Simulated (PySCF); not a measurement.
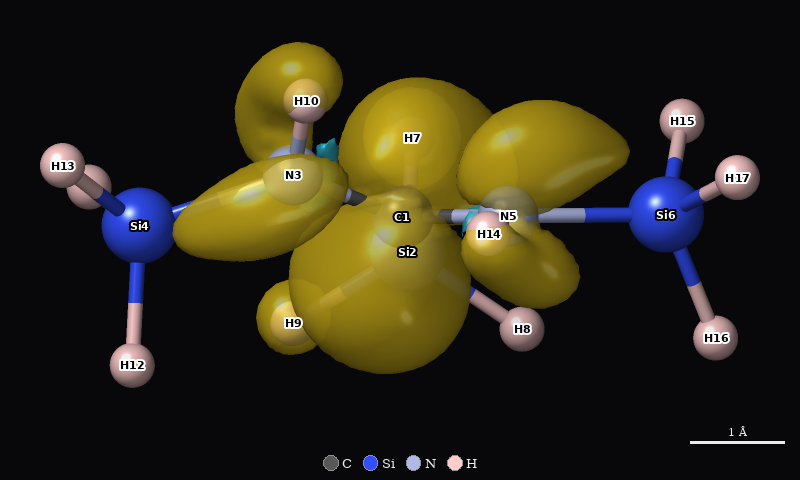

*CH₁₁N₂Si₃ (SMILES [SiH3]N[C]([SiH3])N[SiH3]) (doublet). Isosurfaces of the spin density at +0.015 (yellow) and −0.015 e/Å³ (cyan), seen from one side.*

Geometry: PBE0-D3(BJ)/def2-SVP.

Theory: UKS B3LYP, IGLO-III on C N Si, pcH-1 on H, non-relativistic, mean-field spin-orbit, GIAO (PySCF 2.14.0, density-fitted response routines).

| atom | x (Å) | y (Å) | z (Å) |
| --- | --- | --- | --- |
| C | 0.0101 | -0.1248 | -0.0207 |
| Si | 0.0977 | 1.6984 | 0.3131 |
| N | 1.0329 | -0.8072 | -0.6853 |
| Si | 2.7544 | -0.5760 | -0.5000 |
| N | -1.1270 | -0.8935 | 0.2213 |
| Si | -2.7562 | -0.3482 | 0.5420 |
| H | -0.1632 | 2.5711 | -0.8824 |
| H | -0.9136 | 2.0266 | 1.3647 |
| H | 1.4697 | 2.0639 | 0.7965 |
| H | 0.7134 | -1.4450 | -1.4133 |
| H | 3.2462 | 0.7284 | -1.0462 |
| H | 3.1377 | -0.6425 | 0.9415 |
| H | 3.3864 | -1.6854 | -1.2733 |
| H | -0.9184 | -1.8775 | 0.3838 |
| H | -3.0907 | 0.7416 | -0.4216 |
| H | -2.9845 | 0.1676 | 1.9287 |
| H | -3.6289 | -1.5434 | 0.3428 |

Q: Describe the spin distribution.

A: The unpaired spin (1 electron) lies mostly on C1 (about 0.5), N5 (about 0.1), Si2 (about 0.1) and N3 (about 0.1), in electrons by Hirshfeld's partition.
